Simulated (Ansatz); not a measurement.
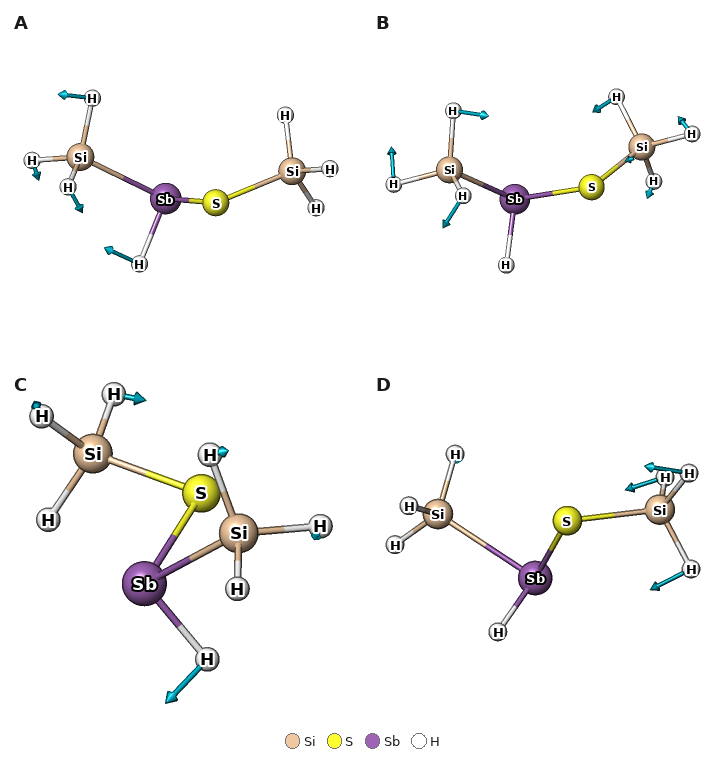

4 normal modes of one molecule or complex, as arrows. Harmonic vibrations computed with RKS PBE0-D4/def2-TZVP, core potentials on Sb (Ansatz 0.2.0) at a stationary point of the same level.

### Match the panels to the wavenumbers 101 cm⁻¹, 398 cm⁻¹, 589 cm⁻¹, 922 cm⁻¹.

A: 398 cm⁻¹, angle bending
B: 101 cm⁻¹, a torsion or out-of-plane motion in which bond lengths and bond angles hardly change
C: 589 cm⁻¹, H–Sb–S bending
D: 922 cm⁻¹, angle bending
